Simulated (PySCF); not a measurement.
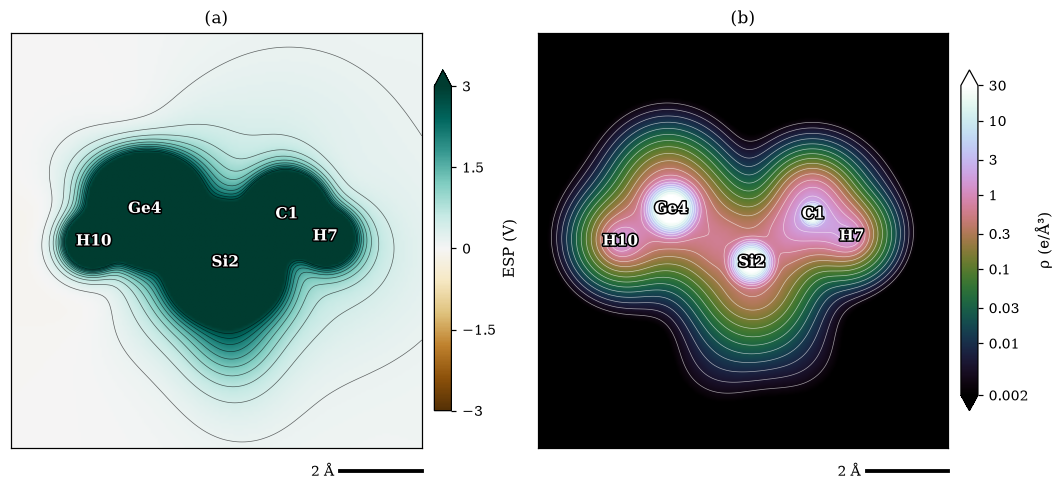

CH$_{8}$Cl$_{2}$GeSi$_{2}$. (a) electrostatic potential; (b) electron density on the plane of atoms C1, Si2 and Ge4.

Geometry: GFN2-xTB.

Method: wB97X-D/def2-SVPD, SCF density, gas phase (PySCF).

```xyz
14

C    -0.4003    1.8458   -0.4857
Si   -0.1682    0.2269    0.5008
Cl   -0.4311    0.6881    2.4790
Ge    2.0904   -0.4469    0.2981
Si   -1.7239   -1.4088   -0.0972
Cl   -1.3579   -1.9017   -2.0250
H    -1.3997    2.2549   -0.3627
H     0.3084    2.6049   -0.1615
H    -0.2410    1.6760   -1.5473
H     2.4435   -1.6552    1.1112
H     3.1133    0.5659    0.7197
H     2.5050   -0.8186   -1.0929
H    -1.6153   -2.6481    0.6764
H    -3.1237   -0.9835   -0.0351
```

Interpret the plot.

The plane passes through C, Si, Ge and H nuclei. C–Si (1.91 Å): the density is about 0.91 e/Å³ at the midpoint. Si–Ge (2.37 Å): the density is about 0.63 e/Å³ at the midpoint. C–H (1.09 Å): ρ is about 1.9 e/Å³ halfway. Ge–H (1.50 Å): ρ is about 1.1 e/Å³ halfway. The potential has no marked negative region in this plane.
